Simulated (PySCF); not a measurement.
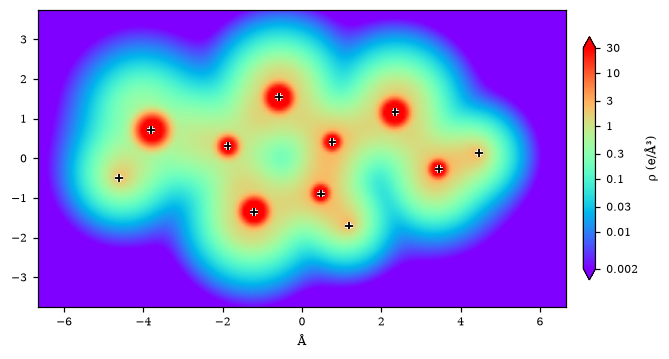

The total electron density on a plane through atoms (crosses mark nuclei in the plane).

The calculation used PySCF 2.14.0, PBE0/def2-SVPD, SCF density, gas phase.

Candidates:
A. C₃H₆B₂F₂Si (SMILES B[SiH2]CC#CB(F)F)
B. C₃H₇BS₃Si (SMILES CSC1=CSB([SiH3])S1)

Question: Which candidate gave the map?

Answer: Candidate B: C₃H₇BS₃Si on the plane of atoms S5, B6 and S8, which holds C, S, B, Si and H. C–C (1.34 Å): ρ at the midpoint is about 2.2 e/Å³. C–S (1.74 Å): the density is about 1.4 e/Å³ at the midpoint.
